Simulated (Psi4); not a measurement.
**PBE0/aug-cc-pV5Z (density fitting, sweep point 4) run of GaF (SMILES [F][Ga])**

Aim: the vertical singlet–triplet gap of GaF at PBE0/aug-cc-pV5Z (density fitting, sweep point 4), from 2 runs. 

The results are computed with Psi4 1.11.

## Step 1: The structure to begin with

GaF has 2 atoms, charge 0, and is taken as a singlet. SMILES: `[F][Ga]`. The shape comes from GFN2-xTB, which is rough for such elements, and wasn't checked as a minimum.

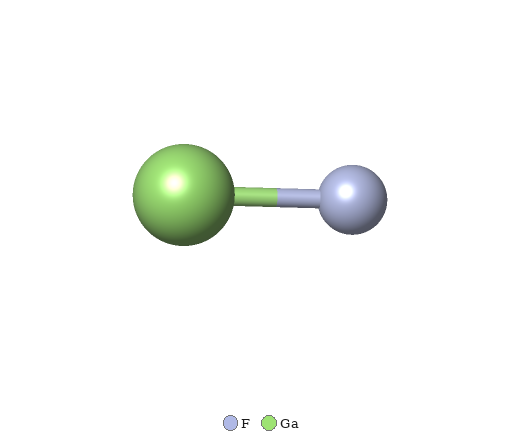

The structure, seen from a chosen angle (fluorine light blue, gallium green).

## Step 2: The energy at PBE0/aug-cc-pV5Z (density fitting, sweep point 4)

Contents of job.in:

```
memory 1600 MB

molecule {
  0 1
  F      0.000000     0.000000     0.000000
  Ga     0.000000     0.000000     1.799150
  units angstrom
  symmetry c1
}

set basis aug-cc-pV5Z
set reference rks
set puream true
set scf_type df
set dft_radial_points 99
set dft_spherical_points 590

result, w = energy("pbe0", return_wfn=True)
```

On the command line:

```bash
$ psi4 -i job.in -o job.out -n 1
```

job.out:

```text
[...]
  Running in c1 symmetry.
[...]
  Nuclear repulsion =   82.061218784942895
[...]
  Multiplicity = 1
[...]
  Nalpha       = 20
  Nbeta        = 20
[...]
    Number of basis functions: 267
[...]
   @DF-RKS iter   1: -2022.37907641182960   -1.63772e+00   1.49646e-02 DIIS/ADIIS
[...]
   @DF-RKS iter   9: -2024.49667741241728   -2.20898e-07   6.44140e-07 DIIS
[...]
    Orbital Energies [Eh]
    ---------------------
    Doubly Occupied:
       1A   -372.892787     2A    -46.034926     3A    -40.747679
       4A    -40.747679     5A    -40.744705     6A    -24.701322
       7A     -5.561489     8A     -3.829483     9A     -3.829483
      10A     -3.821529    11A     -1.138659    12A     -0.858589
      13A     -0.858589    14A     -0.852924    15A     -0.852924
      16A     -0.848385    17A     -0.453255    18A     -0.385669
      19A     -0.385669    20A     -0.289460
[...]
  @DF-RKS Final Energy: -2024.49667741241728
   => Energetics <=
    Nuclear Repulsion Energy =             82.0612187849428949
    One-Electron Energy =               -2988.3501576265134645
    Two-Electron Energy =                 946.1193345581652920
    DFT Exchange-Correlation Energy =     -64.3270731290118647
    Empirical Dispersion Energy =           0.0000000000000000
    VV10 Nonlocal Energy =                  0.0000000000000000
    Total Energy =                      -2024.4966774124172844
[...]
 Multipole Moments:
 ------------------------------------------------------------------------------------
     Multipole            Electronic (a.u.)      Nuclear  (a.u.)        Total (a.u.)
 ------------------------------------------------------------------------------------
 L = 1.  Multiply by 2.5417464519 to convert [e a0] to [Debye]
 Dipole X            :         -0.0000000            0.0000000           -0.0000000
 Dipole Y            :          0.0000000            0.0000000            0.0000000
 Dipole Z            :          2.1487816           -1.2134090            0.9353726
 Magnitude           :                                                    0.9353726
[...]
```

Wall time 23 s (1 thread of AMD EPYC 9R45 (Zen 5), shared host); peak memory 2.2 GiB.

## Step 3: The triplet, same level

Contents of job.dat:

```
memory 1600 MB

molecule m {
  0 3
  F      0.000000     0.000000     0.000000
  Ga     0.000000     0.000000     1.799150
  symmetry c1
}

set basis aug-cc-pV5Z
set reference uks
set puream true
set scf_type df
set dft_radial_points 99
set dft_spherical_points 590
set maxiter 150

result, w = energy('pbe0', return_wfn=True)
```

On the command line:

```bash
$ psi4 -n 1 job.dat job.out
```

job.out:

```text
[...]
  Running in c1 symmetry.
[...]
  Nuclear repulsion =   82.061218784942895
[...]
  Multiplicity = 3
[...]
  Nalpha       = 21
  Nbeta        = 19
[...]
    Number of basis functions: 267
[...]
   @DF-UKS iter   1: -2022.13527983255449   -1.39393e+00   1.50935e-02 DIIS/ADIIS
[...]
   @DF-UKS iter  11: -2024.35592153634275   -3.27045e-08   2.13477e-07 DIIS
[...]
   @S^2 Observed:                2.002960929E+00
[...]
    Orbital Energies [Eh]
    ---------------------
    Alpha Occupied:
       1A   -372.938576     2A    -46.078329     3A    -40.792303
       4A    -40.790016     5A    -40.789386     6A    -24.747020
       7A     -5.607838     8A     -3.879072     9A     -3.870834
      10A     -3.870668    11A     -1.181391    12A     -0.905222
      13A     -0.904444    14A     -0.902932    15A     -0.897182
      16A     -0.895126    17A     -0.502037    18A     -0.423207
      19A     -0.420084    20A     -0.358574    21A     -0.159940
    Alpha Virtual:
      22A     -0.089485    23A     -0.017230    24A     -0.003201
      25A      0.013110    26A      0.016256    27A      0.029071
[...]
  @DF-UKS Final Energy: -2024.35592153634275
   => Energetics <=
    Nuclear Repulsion Energy =             82.0612187849428949
    One-Electron Energy =               -2986.6001529738100544
    Two-Electron Energy =                 944.4888427098695729
    DFT Exchange-Correlation Energy =     -64.3058300573452613
    Empirical Dispersion Energy =           0.0000000000000000
    VV10 Nonlocal Energy =                  0.0000000000000000
    Total Energy =                      -2024.3559215363429757
[...]
 Multipole Moments:
 ------------------------------------------------------------------------------------
     Multipole            Electronic (a.u.)      Nuclear  (a.u.)        Total (a.u.)
 ------------------------------------------------------------------------------------
 L = 1.  Multiply by 2.5417464519 to convert [e a0] to [Debye]
 Dipole X            :         -0.0000000            0.0000000           -0.0000000
 Dipole Y            :          0.0000000            0.0000000            0.0000000
 Dipole Z            :          2.1069483           -1.2134090            0.8935393
 Magnitude           :                                                    0.8935393
[...]
```

Run time: 39 s. Hardware: 1 thread of AMD EPYC 9R45 (Zen 5), shared host; peak memory 2.2 GiB.

## Step 4: Summary of results

Level: PBE0/aug-cc-pV5Z (density fitting, sweep point 4).

| quantity | value |
| --- | --- |
| singlet: total energy | -2024.49668 Eh |
| singlet: dipole moment | 2.38 D |
| singlet: HOMO energy | -7.88 eV |
| singlet: LUMO energy | -1.50 eV |
| singlet: HOMO–LUMO gap | 6.38 eV |
| triplet: total energy | -2024.35592 Eh |
| triplet: dipole moment | 2.27 D |
| triplet: HOMO energy (highest over α and β) | -4.35 eV |
| triplet: ⟨S²⟩ | 2.003 |
| vertical energy of the triplet above the singlet | 3.830 eV |

**Reading.** At this shape the triplet lies 3.83 eV (88 kcal/mol) above the singlet.
